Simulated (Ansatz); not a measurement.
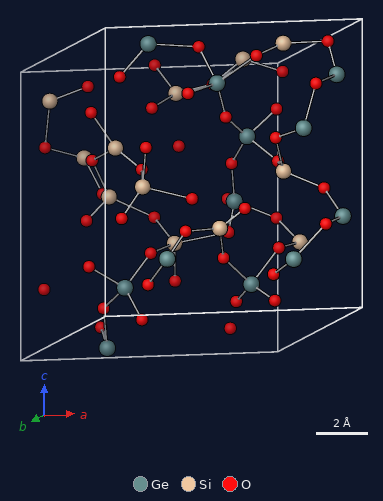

Starting frame of a dynamics run of an amorphous cell of composition Ge12Si12O48 (72 atoms in the cell). Style: ball-and-stick. Shown: the simulation cell, from a free direction. Bonds to atoms that aren't drawn are left out.

Computed with Ansatz, DFT, PBEsol, PAW, plane waves.

Set-up: plane-wave cutoff 420 eV; k-point mesh 1 × 1 × 1; Fermi-Dirac smearing 0.01 eV; Langevin thermostat (NVT); set temperature 5500 K, then 5500 K at the end of 300 steps, then to 300 K over 350 steps; time step 2.5 fs. The run takes 1.60 ps.

> Predict how the run goes.

Under the programmed temperature the kinetic temperature goes from 5281 K (first eighth) to 1043 K (last eighth), with a peak of 5909 K. That is well off the final set point of 300 K. The potential energy in the second half lies on average 372 meV per atom below the first frame. Root-mean-square distances from the starting positions over the second half, with the common drift of all atoms taken out: O 2.84 Å, Ge 2.54 Å, Si 1.98 Å. That is a large part of the typical shortest distance between atoms in the first frame, about 1.6 Å and still growing: the atoms leave their places as in a liquid.

Along the run:

| time (fs) | potential energy (meV/atom) | T (K) |
| --- | --- | --- |
| 0.0 | 0.0 | 5424 |
| 97.5 | -83.9 | 5138 |
| 197.5 | -226.4 | 5526 |
| 297.5 | -226.0 | 5176 |
| 397.5 | -240.6 | 5266 |
| 497.5 | -231.0 | 5909 |
| 597.5 | -76.6 | 4885 |
| 697.5 | -6.1 | 5786 |
| 797.5 | -41.3 | 5164 |
| 897.5 | -20.9 | 5263 |
| 997.5 | -112.8 | 5358 |
| 1097.5 | -228.9 | 4543 |
| 1197.5 | -373.5 | 3180 |
| 1297.5 | -425.8 | 2286 |
| 1397.5 | -630.3 | 2191 |
| 1497.5 | -707.5 | 1354 |
| 1597.5 | -804.0 | 732 |

The frame at 1.60 ps:

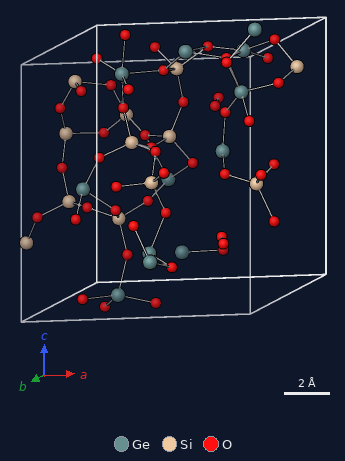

Limits of the set-up: the program's low-accuracy preset was used.

Cost: 8.3 min on 1 × NVIDIA GB300 Max-Q with 8 threads of Arm Neoverse-V2, peak memory 1.9 GiB.
